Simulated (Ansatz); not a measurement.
**AsBH5P: energy of protonation at one site from a Python script**

Aim: the energy of protonation at one site, for AsBH5P, run from a script.

All numbers are computed with Ansatz 0.2.0 through its Python package. Level of theory: PBE0/def2-SVP.

### Step 1. Starting point

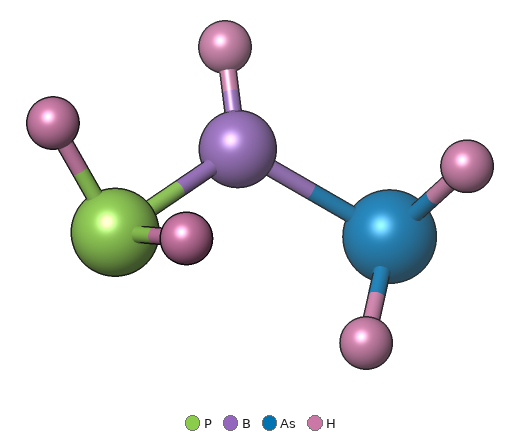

The starting structure, viewed from a chosen angle; phosphorus green, boron purple, arsenic blue, hydrogen pink.

The script holds or builds the structure itself.

### Step 2. Script

Input file pa_asbh5p.py:

```python
"""Adding a proton to AsBH5P."""

import warnings

import ansatz as az
import numpy as np

warnings.simplefilter("ignore", az.DeckWarning)

molecule = (
    az.Crystal.molecule()
    .atom("P", (1.5519, 0.3838, -0.5112))
    .atom("B", (0.1159, -0.7584, 0.0849))
    .atom("As", (-1.7677, -0.5144, -0.6599))
    .atom("H", (1.042, 1.5478, 0.1926))
    .atom("H", (2.4504, -0.0233, 0.5553))
    .atom("H", (0.3261, -1.6022, 0.8841))
    .atom("H", (-1.4358, 0.8984, -1.2423))
    .atom("H", (-2.2828, 0.0683, 0.6965))
)

job = (
    molecule.calculation()
    .basis(gaussian="def2-SVP")  # the orbital basis, by name
    .functional("PBE0")
)
symbols = [site.symbol for site in molecule.cartesian_sites]
start = np.array([site.position_ang for site in molecule.cartesian_sites], dtype=float)
r = job.relax(force_tolerance=0.01, max_steps=100).run(threads=1).report
end = np.array(r["positions_ang"])

# start the new hydrogen opposite the existing bonds
away = sum((end[0] - end[j]) / np.linalg.norm(end[0] - end[j]) for j in [1, 3, 4]) + np.array([0.15, 0.1, -0.2])
proton = end[0] + 1.4 * away / np.linalg.norm(away)
acid = az.Crystal.molecule()
for symbol, place in zip(symbols, end):
    acid = acid.atom(symbol, place.tolist())
acid = acid.atom("H", proton.tolist())
protonated = acid.calculation()
protonated = protonated.basis(gaussian="def2-SVP")
protonated = protonated.functional("PBE0")
protonated = protonated.charge(1)
protonated = protonated.relax(force_tolerance=0.01, max_steps=80)
after = protonated.run(threads=1).report
xyz = np.array(after["positions_ang"])
reach = np.linalg.norm(xyz[:-1] - xyz[-1], axis=1)
print(f"base {r['free_energy_ev']:.5f} eV, protonated {after['free_energy_ev']:.5f} eV")
print(f"the proton ends {reach.min():.3f} A from {symbols[reach.argmin()]}{reach.argmin()}")
print(f"electronic proton affinity {(r['free_energy_ev'] - after['free_energy_ev']):.3f} eV")
```

### Step 3. The calls as engine input

The package turns the script's settings into the engine's input (first run):

```yaml
crystal:
  periodic: [false, false, false]
  atoms:
    - { symbol: P, position_ang: [1.5519, 0.3838, -0.5112] }
    - { symbol: B, position_ang: [0.1159, -0.7584, 0.0849] }
    - { symbol: As, position_ang: [-1.7677, -0.5144, -0.6599] }
    - { symbol: H, position_ang: [1.042, 1.5478, 0.1926] }
    - { symbol: H, position_ang: [2.4504, -0.0233, 0.5553] }
    - { symbol: H, position_ang: [0.3261, -1.6022, 0.8841] }
    - { symbol: H, position_ang: [-1.4358, 0.8984, -1.2423] }
    - { symbol: H, position_ang: [-2.2828, 0.0683, 0.6965] }
basis:
  gaussian:
    orbitals: def2-SVP
hamiltonian:
  xc: pbe0
relax:
  f_tol: 0.01
  max_steps: 100
```

### Step 4. The run

On the command line:

```bash
> python pa_asbh5p.py
```

Standard output:

```text
base -70864.39302 eV, protonated -70873.18428 eV
the proton ends 1.414 A from P0
electronic proton affinity 8.791 eV
```

It took 1.7 min on 1 thread of Arm Neoverse V2, shared host; peak memory 0.27 GiB.

### Step 5. What changed from run to run

The engine's inputs for the other runs:

Run 2, against run 1:

```diff
@@ -4,8 +4,9 @@
-    - { symbol: P, position_ang: [1.5519, 0.3838, -0.5112] }
-    - { symbol: B, position_ang: [0.1159, -0.7584, 0.0849] }
-    - { symbol: As, position_ang: [-1.7677, -0.5144, -0.6599] }
-    - { symbol: H, position_ang: [1.042, 1.5478, 0.1926] }
-    - { symbol: H, position_ang: [2.4504, -0.0233, 0.5553] }
-    - { symbol: H, position_ang: [0.3261, -1.6022, 0.8841] }
-    - { symbol: H, position_ang: [-1.4358, 0.8984, -1.2423] }
-    - { symbol: H, position_ang: [-2.2828, 0.0683, 0.6965] }
+    - { symbol: P, position_ang: [1.7054100325730102, 0.1457596152537144, -0.39388158859104416] }
+    - { symbol: B, position_ang: [0.1010886152945008, -0.6451013685239595, 0.1602223604678539] }
+    - { symbol: As, position_ang: [-1.6761160494152982, -0.3344864790450197, -0.7208294037870986] }
+    - { symbol: H, position_ang: [1.3957481470689832, 1.5262587528631204, -0.5185964255505154] }
+    - { symbol: H, position_ang: [2.461367717566894, 0.18531556172309785, 0.807159246441246] }
+    - { symbol: H, position_ang: [0.18869421383153528, -1.6115385602870516, 0.8804171122278935] }
+    - { symbol: H, position_ang: [-1.6672269378854676, 1.1848340616995157, -0.7577196881068139] }
+    - { symbol: H, position_ang: [-2.5089657390341578, -0.4510415836834178, 0.5432283868984783] }
+    - { symbol: H, position_ang: [2.347302768545767, -0.2969571656136234, -1.5566264305249358] }
@@ -16,0 +18 @@
+total_charge: 1.0
@@ -19 +21 @@
-  max_steps: 100
+  max_steps: 80
```

### Step 6. What the script built

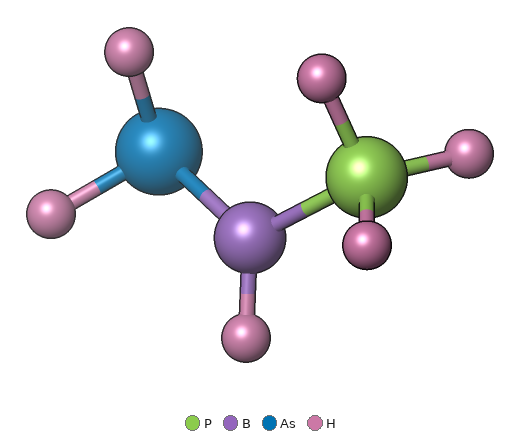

The system of run 2 as the script built it (9 atoms; phosphorus green, boron purple, arsenic blue, hydrogen pink).

### Step 7. The runs side by side

From the records of these 2 runs:

```
run             system  relax.max_steps  energy (eV)  SCF cycles in all  CPU time (s)
  1             AsBH5P              100  -70864.3930                109            45
  2  AsBH6P, charge +1               80  -70873.1843                116            55
```

Totals carry meaning only in balanced differences at one level of theory.

### Step 8. Path of the relaxation of run 1

The steps of the relaxation:

```
step  E - E(step 1) (eV)  largest force component (eV/Å)
   1              0.0000                          0.9759
   2             -0.0987                          0.7159
   3             -0.1563                          0.4158
   4             -0.1969                          0.3239
   5             -0.2292                          0.4879
   6             -0.2596                          0.1725
   7             -0.2628                          0.1377
   8             -0.2635                          0.2499
   9             -0.2698                          0.0473
  10             -0.2693                          0.1251
  11             -0.2705                          0.0132
  12             -0.2706                          0.0038
```

Step 1 is the start. Step 10 was tried and not accepted.

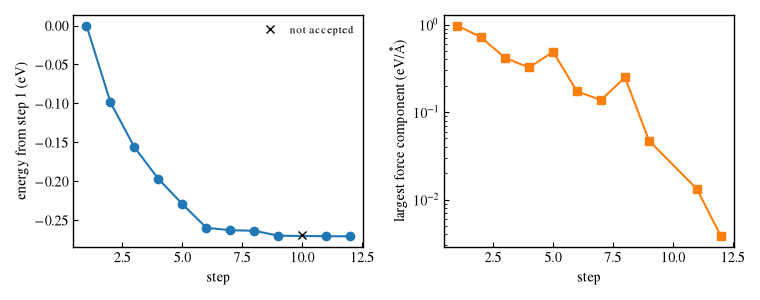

Energy and largest force along the relaxation.

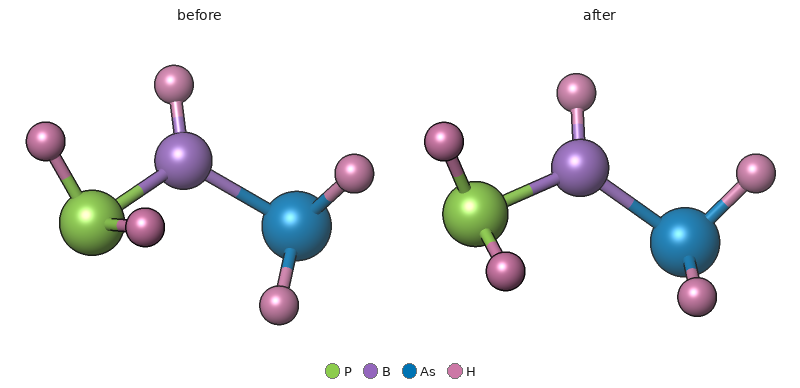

The structure before (left) and after (right) the relaxation, drawn at the same scale.

Before: Bond lengths: P1–B2 1.929 Å, B2–As3 2.040 Å, P1–H4 1.453 Å, P1–H5 1.453 Å, B2–H6 1.181 Å, As3–H7 1.564 Å, As3–H8 1.564 Å. Angles: P1–B2–As3 120.2°, P1–B2–H6 120.0°, As3–B2–H6 119.8°, B2–P1–H4 93.6°, B2–P1–H5 93.9°, H4–P1–H5 94.9°, B2–As3–H7 92.8°, B2–As3–H8 91.8°, H7–As3–H8 93.2°.

After: Bond lengths: P1–B2 1.873 Å, B2–As3 2.008 Å, P1–H4 1.420 Å, P1–H5 1.420 Å, B2–H6 1.208 Å, As3–H7 1.520 Å, As3–H8 1.518 Å. Angles: P1–B2–As3 124.3°, P1–B2–H6 116.9°, As3–B2–H6 116.7°, B2–P1–H4 104.5°, B2–P1–H5 102.6°, H4–P1–H5 99.4°, B2–As3–H7 99.2°, B2–As3–H8 96.2°, H7–As3–H8 95.7°.

### Step 9. How the relaxation of run 2 went

Relaxation path:

| step | E - E(step 1) (eV) | largest force component (eV/Å) |
| --- | --- | --- |
| 1 | 0.0000 | 1.9068 |
| 2 | -0.2940 | 0.8949 |
| 3 | -0.3469 | 0.2169 |
| 4 | -0.3728 | 0.2853 |
| 5 | -0.3817 | 0.1633 |
| 6 | -0.3845 | 0.2240 |
| 7 | -0.3919 | 0.0453 |
| 8 | -0.3930 | 0.0418 |
| 9 | -0.3949 | 0.0942 |
| 10 | -0.3956 | 0.0772 |
| 11 | -0.3960 | 0.0362 |
| 12 | -0.3960 | 0.0193 |
| 13 | -0.3961 | 0.0046 |

Step 1 is the start.

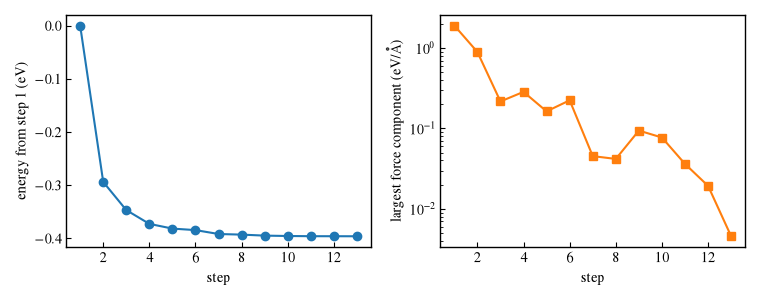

Energy and largest force along the relaxation.

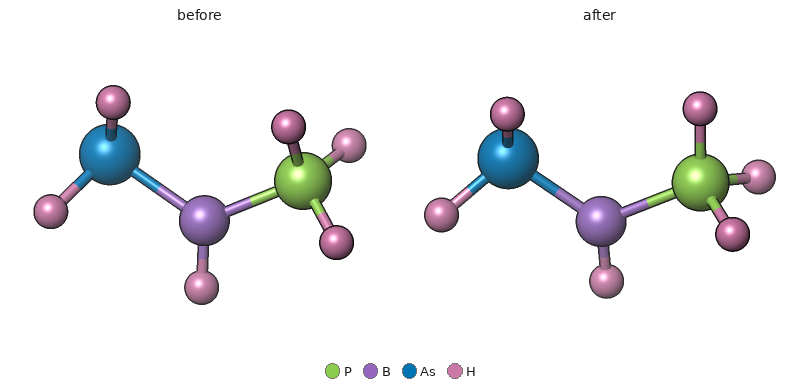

The structure before (left) and after (right) the relaxation, drawn at the same scale.

Before: Bond lengths: P1–B2 1.873 Å, B2–As3 2.008 Å, P1–H4 1.420 Å, P1–H5 1.420 Å, B2–H6 1.208 Å, As3–H7 1.520 Å, As3–H8 1.518 Å, P1–H9 1.400 Å. Angles: P1–B2–As3 124.3°, P1–B2–H6 116.9°, As3–B2–H6 116.7°, B2–P1–H4 104.5°, B2–P1–H5 102.6°, B2–P1–H9 120.3°, H4–P1–H5 99.4°, H4–P1–H9 109.5°, H5–P1–H9 117.9°, B2–As3–H7 99.2°, B2–As3–H8 96.2°, H7–As3–H8 95.7°.

After: Bond lengths: P1–B2 1.936 Å, B2–As3 1.925 Å, P1–H4 1.412 Å, P1–H5 1.414 Å, B2–H6 1.201 Å, As3–H7 1.505 Å, As3–H8 1.502 Å, P1–H9 1.414 Å. Angles: P1–B2–As3 122.0°, P1–B2–H6 113.2°, As3–B2–H6 123.4°, B2–P1–H4 116.6°, B2–P1–H5 110.1°, B2–P1–H9 114.1°, H4–P1–H5 105.2°, H4–P1–H9 105.4°, H5–P1–H9 104.5°, B2–As3–H7 107.7°, B2–As3–H8 105.5°, H7–As3–H8 104.3°.

### Step 10. Summary of results

| quantity | value |
| --- | --- |
| electronic proton affinity | 8.791 eV |
| runs compared | 2 |
| moves of the relaxation of run 1 | 10 |
| energy gained in run 1 | 0.271 eV |
| last largest force component of run 1 | 0.0038 eV/Å |
| moves of the relaxation of run 2 | 12 |
| energy gained in run 2 | 0.396 eV |
| last largest force component of run 2 | 0.0046 eV/Å |

In words: Run 1: After 10 moves the largest shift is 0.795 Å, of atom 4 (H). Run 2: After 12 moves the largest shift is 0.529 Å, of atom 9 (H). The proton is put on one chosen atom, which needn't be the most basic site, so the molecule's proton affinity can be higher; the ends are stationary points, not checked by frequencies, and zero-point and thermal terms count only where printed.
